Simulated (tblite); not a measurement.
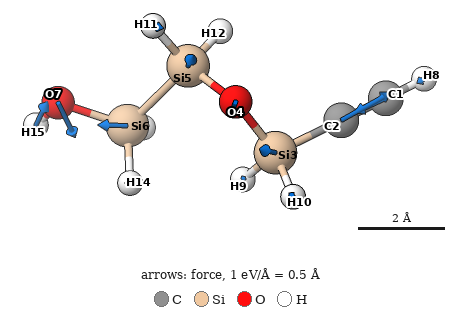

Starting geometry of C₂H₈O₂Si₃ with the computed forces as blue arrows. Style: ball-and-stick. Shown at a tilt.

Computed with GFN2-xTB geometry optimisation, gas phase (tblite 0.8.0). 

Question: What follows when this structure is relaxed?

Answer: It isn't relaxed: the largest force vector, on a C atom, is 2.88 eV/Å. The final displacements have little in common with the starting forces (cosine between the two patterns 0.21). After 131 geometry steps the energy has fallen by 0.868 eV. The atom that moves furthest after the best rigid fit is an H atom (0.98 Å). Largest moves by element: H 0.98 Å, O 0.72 Å, Si 0.36 Å, C 0.25 Å. Near-neighbour distances that change, for instance: Si–Si 2.874 → 3.194 Å, O–Si 1.703 → 1.617 Å, H–O 1.001 → 0.953 Å, Si–Si 2.245 → 2.288 Å. Among the angles between lasting bonds that change: Si–O–Si 115.4° → 159.5°, Si–O–H 107.0° → 122.1°, Si–Si–O 112.3° → 101.2°. Groups turn about Si–Si by about 50°, O–Si by about 25°. Cost: 1.8 s on 1 thread of Arm Neoverse N1 (shared host).
